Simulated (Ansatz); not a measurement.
# k-point convergence of GW for H2CClF (P2_1)

How dense a mesh does GW need for H2CClF (P2_1), and how does the time grow?

Method: G0W0 on PBE, plane waves, PAW; PAW set soft_1, in Ansatz 0.2.0.

## (1) The starting structure

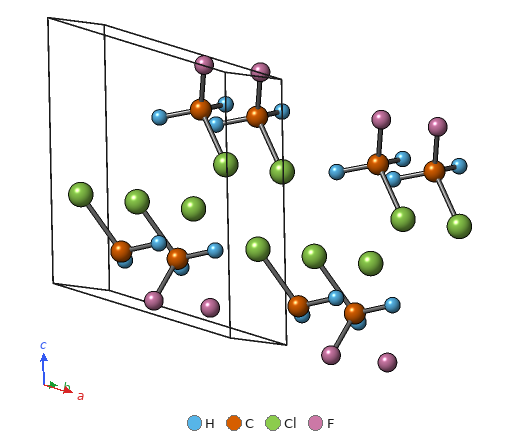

The cell as given, slightly off an axis (hydrogen blue, carbon orange, chlorine green, fluorine pink). 2×2×1 cells are drawn. Bonds to atoms that aren't drawn are left out. Some periodic images of atoms are drawn too.

Structure file:

```cif
data_structure
_symmetry_space_group_name_H-M 'P 1'
_symmetry_Int_Tables_number 1
_cell_length_a 5.0206
_cell_length_b 4.1477
_cell_length_c 6.7676
_cell_angle_alpha 90.000
_cell_angle_beta 108.205
_cell_angle_gamma 90.000
_cell_volume 133.87
loop_
_atom_site_label
_atom_site_type_symbol
_atom_site_fract_x
_atom_site_fract_y
_atom_site_fract_z
_atom_site_occupancy
H1 H 0.28530 0.39148 0.15539 1
H2 H 0.71470 0.89148 0.84461 1
H3 H 0.57077 0.10786 0.27085 1
H4 H 0.42923 0.60786 0.72915 1
C5 C 0.34603 0.14081 0.19431 1
C6 C 0.65397 0.64081 0.80569 1
Cl7 Cl 0.16636 0.00248 0.36828 1
Cl8 Cl 0.83364 0.50248 0.63172 1
F9 F 0.26439 0.95787 0.01487 1
F10 F 0.73561 0.45787 0.98513 1
```

Geometry: measured cell, ions relaxed with PBE. The runs that relaxed it are not among those shown.

## (2) The 2×2×2 mesh

Now the one-shot GW correction: screening in the RPA, then the self-energy of the levels asked for. This step takes PAW set soft_1 files.

Contents of input.yaml:

```yaml
crystal:
  lattice:
    - [5.0206, 0.0, 0.0]
    - [0.0, 4.1477, 0.0]
    - [-2.1143188253, 0.0, 6.4288463713]
  atoms:
    - { symbol: H, position: [0.2852960594, 0.3914791351, 0.1553943381] }
    - { symbol: H, position: [0.7147039406, 0.8914791351, 0.8446056619] }
    - { symbol: H, position: [0.5707653094, 0.1078566959, 0.2708502709] }
    - { symbol: H, position: [0.4292346906, 0.6078566959, 0.7291497291] }
    - { symbol: C, position: [0.3460283809, 0.1408088981, 0.1943138297] }
    - { symbol: C, position: [0.6539716191, 0.6408088981, 0.8056861703] }
    - { symbol: Cl, position: [0.1663619786, 0.0024810456, 0.3682784982] }
    - { symbol: Cl, position: [0.8336380214, 0.5024810456, 0.6317215018] }
    - { symbol: F, position: [0.264389849, 0.9578742253, 0.0148699962] }
    - { symbol: F, position: [0.735610151, 0.4578742253, 0.9851300038] }
kpoints:
  mp_grid: { grid: [2, 2, 2] }
hamiltonian:
  xc: pbe
  pseudopotentials: { kind: paw, azcp: { folder: soft_1 } }
scf:
  occupations: { method: fixed }
gw:
  n_empty_bands: 303
  ecut_chi: 100
  qp_bands: [v3, c3]
  qp_kpoints: band_edges
  screening: { model: contour_deformation }
```

Launch:

```sh
> ansatz run input.yaml --threads 2 --pin off --max-ram 92160MiB --backend cuda --events-out ev --progress --plain --runs-dir out --devices 1 --max-vram 13GiB
```

Numbers of over 12 decimals in the logs are rounded to 6 here.

Log:

```text
GPUs: using 1 of 1 available (devices: 1).
Engine: ansatz 0.2.0, x86_64-unknown-linux-gnu
Pseudopotentials: kind: paw
Pseudopotential: H, paw, valence charge 1, recommended cutoff 420 eV (normal), soft_1/H.paw.azcp
Pseudopotential: C, paw, valence charge 4, recommended cutoff 420 eV (normal), soft_1/C.paw.azcp
Pseudopotential: Cl, paw, valence charge 7, recommended cutoff 420 eV (normal), soft_1/Cl.paw.azcp
Pseudopotential: F, paw, valence charge 7, recommended cutoff 420 eV (normal), soft_1/F.paw.azcp
Functional definition: PBE
  parameter kappa = 0.804
  parameter beta = 0.066725
  exchange = pbe_x(kappa = kappa, mu = beta*pi^2/3)
  correlation = pbe_c(beta = beta)
device memory: the entry about to start is reckoned to put 1.1 GiB on a device that reports 56.5 GiB free (of which the cap on the GPU budget leaves the run 13.0 GiB)
GPU FFT provider: cuFFT
GPU libraries: cuBLAS 13.8.2, cuFFT 12.4.0, cuSOLVER 12.3.4
Crystal: 10 atoms, lattice volume = 133.874 Å³
Basis set: ecut = 420 eV, 2603 PW (Γ)
Bands: 30, of which v1, the nominal top of the filled ones, is band 20 counted from 1 (19 counted from 0)
Symmetry: 2 space group operations
Space group: P21 (ITA 4), of the structure as read, at distance tolerance 5.1e-5 Å
k-points: 8
Non-local potential: H, projectors of the file, l = 0: 2, l = 1: 1
Non-local potential: C, projectors of the file, l = 0: 2, l = 1: 2, l = 2: 1
Non-local potential: Cl, projectors of the file, l = 0: 2, l = 1: 2, l = 2: 1
Non-local potential: F, projectors of the file, l = 0: 2, l = 1: 2, l = 2: 1
PAW form: soft (Blöchl's): semilocal exchange-correlation on the pseudo side does not see the compensation charge
PAW one-centre angular grid: H, 110 points (default); XC on 64 Gauss nodes
PAW one-centre angular grid: C, 110 points (default); XC on 64 Gauss nodes
PAW one-centre angular grid: Cl, 110 points (default); XC on 64 Gauss nodes
PAW one-centre angular grid: F, 110 points (default); XC on 64 Gauss nodes
Initial density: superposition of atomic densities (chi_scale 0.1, normalization cell, long waves kept (reshape's long-wave potential 0.59 eV rms))
Initial wavefunctions: pseudopotential atomic-orbital guess
GPU buffer pool allocated for 51840 grid points (all kernels)
GPU transforms: local potential and band sums: pruned to the plane-wave sphere, on 36×27×45
Functional: x = pbe(κ = 0.804, μ = 0.219515), c = pbe(β = 0.066725)
SCF iter   1: F=—  HF=-4347.516070 eV  |F-HF|=—  |Δ(HF+E_count)|=         —  Δρ=1.23e-1  dr2=1.89e1  ethr=3.10e-3  ⟨swp⟩=5.1  Hψ=1009  notcnv=0  defer=63
preconditioner: auto → Resta (q_TF=auto, 2.231 Å⁻¹)  ε∞=3.0  [insulator: Δε(μ)=4.340 eV  Ē_g=13.532 eV  n_scr=26 (ndim 8)  ℏωp=19.3 eV  f_vac=0.036  ε∞_Penn≈3.0]
SCF iter   2: F=—  HF=-4342.652569 eV  |F-HF|=—  |Δ(HF+E_count)|=    4.86e0  Δρ=6.18e-2  dr2=2.83e0  ethr=3.10e-3  ⟨swp⟩=3.0  Hψ=536  notcnv=0  defer=63
SCF iter   3: F=—  HF=-4341.814436 eV  |F-HF|=—  |Δ(HF+E_count)|=   8.38e-1  Δρ=2.24e-2  dr2=6.16e-1  ethr=3.10e-3  ⟨swp⟩=2.0  Hψ=483  notcnv=0  defer=50
SCF iter   4: F=—  HF=-4341.596073 eV  |F-HF|=—  |Δ(HF+E_count)|=   2.18e-1  Δρ=3.81e-3  dr2=1.85e-2  ethr=1.54e-3  ⟨swp⟩=2.5  Hψ=405  notcnv=0  defer=64
SCF iter   5: F=—  HF=-4341.600471 eV  |F-HF|=—  |Δ(HF+E_count)|=   4.40e-3  Δρ=1.47e-3  dr2=2.73e-3  ethr=4.63e-5  ⟨swp⟩=2.4  Hψ=380  notcnv=0  defer=64
SCF iter   6: F=—  HF=-4341.601954 eV  |F-HF|=—  |Δ(HF+E_count)|=   1.48e-3  Δρ=3.67e-4  dr2=1.85e-4  ethr=6.83e-6  ⟨swp⟩=2.6  Hψ=349  notcnv=0  defer=64
SCF iter   7: F=—  HF=-4341.602016 eV  |F-HF|=—  |Δ(HF+E_count)|=   6.21e-5  Δρ=8.11e-5  dr2=8.15e-6  ethr=4.62e-7  ⟨swp⟩=2.5  Hψ=344  notcnv=0  defer=64
SCF iter   8: F=—  HF=-4341.602030 eV  |F-HF|=—  |Δ(HF+E_count)|=   1.38e-5  Δρ=1.58e-5  dr2=3.77e-7  ethr=2.04e-8  ⟨swp⟩=2.0  Hψ=354  notcnv=0  defer=52
SCF iter   9: F=-4341.602031 eV  HF=-4341.602030 eV  |F-HF|=2.30e-8  |Δ(HF+E_count)|=   6.45e-7  Δρ=3.01e-6  dr2=1.42e-8  ethr=2.50e-10  ⟨swp⟩=12.9  Hψ=1397  notcnv=0
SCF 1 converged in 9 iterations: F = -4341.602031 eV  dr2 = 1.42e-8
[...]
device memory: the entry about to start is reckoned to put 1.4 GiB on a device that reports 56.5 GiB free (of which the cap on the GPU budget leaves the run 13.0 GiB)
NSCF: frozen V_eff on 8 k-points
[...]
device memory: the entry about to start is reckoned to put 2.9 GiB on a device that reports 58.0 GiB free (of which the cap on the GPU budget leaves the run 13.0 GiB)
NSCF: frozen V_eff on 8 k-points
G₀W₀ screening: q 1/8
[... further progress lines ...]
device memory: the entry about to start is reckoned to put 0.4 GiB on a device that reports 56.4 GiB free (of which the cap on the GPU budget leaves the run 13.0 GiB)
NSCF: frozen V_eff on 1 k-points
device memory: the entry about to start is reckoned to put 0.5 GiB on a device that reports 56.4 GiB free (of which the cap on the GPU budget leaves the run 13.0 GiB)
NSCF: frozen V_eff on 1 k-points
SCF converged after 9 iterations
Free energy (F): -4341.602031 eV
Harris-Foulkes:  -4341.602030 eV  (|F-HF|=2.30e-8)
Internal energy: -4341.602031 eV  (E = F + TS)
E sigma→0 (E₀):  -4341.602031 eV
Fermi energy:    -0.640337 eV
--- Per-component energies (eV) ---
  E_band       = -302.491614
  E_kinetic    = 926.915818
  E_local      = -2731.538767  (includes V_loc(G=0)·N_el)
  E_nonlocal   = 286.054427
  E_hartree    = 986.888562
  E_xc         = -495.786323
  E_vxc        = -588.395016  (∫ρ·V_xc dr)
  E_paw        = -1929.954802  (= ΣΔE_a)
  E_vpaw       = -169.303313  (= ΣTr[D̂ρ^β])
  E_aug_tail   = -0.002854  (compensation charges beyond the density's cutoff)
  E_ewald      = -1384.178092
  E_smearing   = -0.000000  (= −TS)
  E_closure    = 0.000000  (closes the sum)
  Σ components = -4341.602031   (vs F -4341.602031, Δ=0.00e0)
--- Band table (eV; the first three rows and the last of 8) ---
  k-point 0: bands = [... 16 lower, -1.4022, -1.3762, -1.3556, -0.8882, 5.7093, 5.9487, 6.4458, 7.5745, ... 6 higher]
  k-point 1: bands = [... 16 lower, -1.5423, -1.2635, -1.2489, -0.9200, 5.7805, 5.8070, 6.6992, 7.0118, ... 6 higher]
  k-point 2: bands = [... 16 lower, -1.4568, -1.4568, -0.9693, -0.9693, 5.7940, 5.7940, 7.3133, 7.3133, ... 6 higher]
  k-point 7: bands = [... 16 lower, -1.4111, -1.4111, -0.6462, -0.6462, 5.8894, 5.8894, 7.1799, 7.1799, ... 6 higher]
--- G₀W₀: contour deformation, 5 samples at zero and on the imaginary axis and 1 off it, 8 q-points, 303 empty bands' worth ---
  eigenvalues of the whole cell's RPA ε∞ on this k-mesh (on a slab, of 1 + 4πα/V) = 2.0169, 2.0362, 2.3728; static W/v taken at q = 0 is 0.471742
  bands read: the sum over 323 bands ends inside a degenerate multiplet in 4 slots, whose members it reads at an even weight; the widest, k=2: bands 323 to 324 (counted from 1) at 1/2 each
  gw.qp_kpoints: band_edges: 8 of 8 stored k-points solved, in 1 pass; an edge of the gap read off the rows below is read off those points alone
    ik  band        ε_KS         Σx   Σc(E_QP)       V_xc       Z   E_QP_lin       E_QP  E_QP is
     0    18     -1.3762   -21.8463     2.8532   -16.9210  0.8110    -3.4942    -3.4483  root
     0    19     -1.3556   -20.8998     2.7413   -16.0138  0.8121    -3.5517    -3.5003  root
     0    20     -0.8882   -21.2600     2.6313   -16.5462  0.8156    -3.0146    -2.9707  root
     0    21      5.7093    -8.7240    -3.7019   -14.4247  0.8364     7.7401     7.7081  root
     0    22      5.9487    -8.8460    -3.8051   -14.6993  0.8335     8.0324     7.9969  root
     0    23      6.4458    -5.9813    -3.3967   -10.7073  0.8589     7.7875     7.7750  root
     1    18     -1.2635   -21.5245     2.7602   -16.6608  0.8145    -3.4132    -3.3671  root
     1    19     -1.2489   -20.8579     2.7029   -16.0126  0.8133    -3.4415    -3.3913  root
     1    20     -0.9200   -21.4169     2.6254   -16.7406  0.8140    -3.0134    -2.9708  root
     1    21      5.7805    -9.3739    -3.9001   -15.4417  0.8304     7.9876     7.9481  root
     1    22      5.8070    -7.9502    -3.6082   -13.3908  0.8422     7.6655     7.6393  root
     1    23      6.6992    -5.7349    -3.3432   -10.3552  0.8603     7.9877     7.9762  root
     2    18     -1.4568   -21.9420     2.8769   -16.9832  0.8110    -3.5852    -3.5387  root
     2    19     -0.9693   -21.9091     2.8240   -16.9814  0.8165    -3.1175    -3.0730  root
[...]
7    19     -0.6462   -21.9295     2.7377   -17.1178  0.8181    -2.7617    -2.7202  root
     7    20     -0.6462   -21.9295     2.7377   -17.1178  0.8181    -2.7617    -2.7202  root
     7    21      5.8894    -9.3138    -3.8299   -15.2544  0.8321     8.0376     8.0001  root
     7    22      5.8894    -9.3138    -3.8299   -15.2544  0.8321     8.0376     8.0001  root
     7    23      7.1799    -7.0086    -3.6817   -12.4435  0.8489     8.9581     8.9331  root
```

Run time: 7.7 s. Hardware: 1 × NVIDIA H100 80GB HBM3 (shared by 6 runs) with 2 threads of AMD EPYC 7R13 (Zen 3), shared host; peak memory 1.2 GiB; 9.3 s of CPU time.

The column dr2 measures how far the density is from self-consistency, as an energy; F and HF (Harris–Foulkes) agree once it is small.

This step gave:

```
bands summed                                 : 323
RPA ε∞ on this mesh (eigenvalues)            : 2.017, 2.036, 2.373
plane waves in the screening matrix          : 309
q-points in the mesh                         : 8
G0W0 gap on the mesh                         : 10.00 eV
k of the valence top                         : -0.5, -0.5, 0
k of the conduction bottom                   : -0.5, 0, 0
starting gap on the mesh                     : 5.994 eV
Z at the valence top                         : 0.8178
Z at the conduction bottom                   : 0.8375
least direct G0W0 gap on the computed points : 10.05 eV
```

The gap on the mesh goes from 5.99 eV to 10.00 eV, a correction of +4.01 eV. Between the two edge states, bare exchange in place of the xc potential would open the gap by 10.50 eV, and correlation takes back 6.49 eV.

## (3) The 2×4×2 mesh

Only the mesh changes. It samples the long-range screening, which converges on its own terms.

input.yaml, as its differences from that of step 2:

```diff
@@ -17,3 +17,3 @@
 kpoints:
-  mp_grid: { grid: [2, 2, 2] }
+  mp_grid: { grid: [2, 4, 2] }
 hamiltonian:
```

Log:

```text
GPUs: using 1 of 1 available (devices: 1).
[...]
GPU FFT provider: cuFFT
GPU libraries: cuBLAS 13.8.2, cuFFT 12.4.0, cuSOLVER 12.3.4
Crystal: 10 atoms, lattice volume = 133.874 Å³
Basis set: ecut = 420 eV, 2603 PW (Γ)
Bands: 30, of which v1, the nominal top of the filled ones, is band 20 counted from 1 (19 counted from 0)
Symmetry: 2 space group operations
[...]
k-points: 12 of 16 (time reversal used)
[...]
GPU buffer pool allocated for 51840 grid points (all kernels)
[...]
SCF iter   1: F=—  HF=-4347.519654 eV  |F-HF|=—  |Δ(HF+E_count)|=         —  Δρ=1.23e-1  dr2=1.88e1  ethr=3.10e-3  ⟨swp⟩=5.0  Hψ=1531  notcnv=0  defer=95
[...]
SCF iter   9: F=-4341.607932 eV  HF=-4341.607932 eV  |F-HF|=2.15e-8  |Δ(HF+E_count)|=   5.81e-7  Δρ=2.59e-6  dr2=1.09e-8  ethr=2.50e-10  ⟨swp⟩=12.8  Hψ=1916  notcnv=0
SCF 1 converged in 9 iterations: F = -4341.607932 eV  dr2 = 1.09e-8
[...]
0    18     -1.3806   -21.8595     2.8435   -16.9521  0.8108    -3.4901    -3.4445  root
     0    19     -1.3600   -20.8088     2.6950   -15.9887  0.8123    -3.5353    -3.4851  root
     0    20     -0.8927   -21.1926     2.5898   -16.5461  0.8157    -2.9919    -2.9494  root
     0    21      5.7080    -8.7262    -3.7010   -14.4294  0.8366     7.7423     7.7103  root
     0    22      5.9461    -8.8679    -3.7865   -14.6990  0.8338     8.0258     7.9906  root
     0    23      6.4454    -5.9888    -3.3840   -10.7007  0.8595     7.7857     7.7733  root
     1    18     -1.2672   -21.5176     2.7502   -16.6669  0.8143    -3.4138    -3.3677  root
     1    19     -1.2529   -20.8134     2.6722   -16.0130  0.8133    -3.4306    -3.3811  root
[...]
11    20     -0.6492   -21.9100     2.7203   -17.1229  0.8181    -2.7571    -2.7159  root
    11    21      5.8875    -9.3124    -3.8298   -15.2563  0.8321     8.0392     8.0015  root
    11    22      5.8875    -9.3124    -3.8298   -15.2563  0.8321     8.0392     8.0015  root
    11    23      7.1797    -7.0181    -3.6640   -12.4385  0.8496     8.9608     8.9360  root
[key lines of the parts left out:]
SCF converged after 9 iterations
Free energy (F): -4341.607932 eV
Fermi energy:    -0.643257 eV
```

The job ended after 18 s (1 × NVIDIA H100 80GB HBM3 (shared by 6 runs) with 2 threads; peak memory 1.4 GiB; 24 s of CPU time).

Numbers from this step:

| Item | Value |
| --- | --- |
| bands summed | 323 |
| RPA ε∞ on this mesh (eigenvalues) | 2.017, 2.027, 2.373 |
| plane waves in the screening matrix | 309 |
| q-points in the mesh | 16 |
| G0W0 gap on the mesh | 10.00 eV |
| k of the valence top | -0.5, -0.5, 0 |
| k of the conduction bottom | -0.5, 0, 0 |
| starting gap on the mesh | 5.994 eV |
| Z at the valence top | 0.8179 |
| Z at the conduction bottom | 0.8375 |
| least direct G0W0 gap on the computed points | 10.05 eV |

Against the run with 2×2×2 mesh, 303 empty bands, screening to 100 eV, PAW set soft_1 files, the gap moves by −0.003 eV.

## (4) The 4×4×2 mesh

input.yaml, as its differences from that of step 3:

```diff
@@ -17,3 +17,3 @@
 kpoints:
-  mp_grid: { grid: [2, 4, 2] }
+  mp_grid: { grid: [4, 4, 2] }
 hamiltonian:
```

Log:

```text
GPUs: using 1 of 1 available (devices: 1).
[...]
GPU FFT provider: cuFFT
GPU libraries: cuBLAS 13.8.2, cuFFT 12.4.0, cuSOLVER 12.3.4
Crystal: 10 atoms, lattice volume = 133.874 Å³
Basis set: ecut = 420 eV, 2603 PW (Γ)
Bands: 30, of which v1, the nominal top of the filled ones, is band 20 counted from 1 (19 counted from 0)
Symmetry: 2 space group operations
[...]
k-points: 18 of 32 (time reversal used)
[...]
1    19     -1.2554   -20.8080     2.6688   -16.0140  0.8132    -3.4301    -3.3807  root
[...]
17    20     -0.6515   -21.8696     2.6905   -17.1242  0.8187    -2.7465    -2.7063  root
    17    21      5.8860    -9.3359    -3.8088   -15.2578  0.8326     8.0363     7.9990  root
    17    22      5.8860    -9.3359    -3.8088   -15.2578  0.8326     8.0363     7.9990  root
    17    23      7.1786    -7.0322    -3.6490   -12.4411  0.8501     8.9631     8.9384  root
[key lines of the parts left out:]
SCF converged after 9 iterations
Free energy (F): -4341.617869 eV
Fermi energy:    -0.645543 eV
```

Run time: 22 s. Hardware: 1 × NVIDIA H100 80GB HBM3 (shared by 6 runs) with 2 threads; peak memory 1.5 GiB; 27 s of CPU time.

This step gave:

| Item | Value |
| --- | --- |
| bands summed | 323 |
| RPA ε∞ on this mesh (eigenvalues) | 2.004, 2.029, 2.359 |
| plane waves in the screening matrix | 309 |
| G0W0 gap on the mesh | 9.985 eV |
| k of the valence top | -0.5, -0.5, 0 |
| k of the conduction bottom | -0.5, 0, 0 |
| starting gap on the mesh | 5.995 eV |
| least direct G0W0 gap on the computed points | 10.03 eV |

Against the run with 2×4×2 mesh, 303 empty bands, screening to 100 eV, PAW set soft_1 files, the gap moves by −0.016 eV.

(Continued in part 2 of 2.)

[Paths, hosts, dates, memory and timing lines, banners, echoed tables and standing remarks are left out of the program output.]

[Logs are printed without paths, hosts, clocks, repeated set-up lines and the standing remarks that a program may print on its own settings, such as how far it seeks lower states.]

[Runs of the session that timed out or met a known fault of the program may be left out.]

[Cells called generated may have been cut or substituted from an entry of the Crystallography Open Database or the Materials Project.]

[Hosts, paths, dates, database ids (printed as entryN), source tags and the programs' standing remarks are cut or masked in the printed files.]
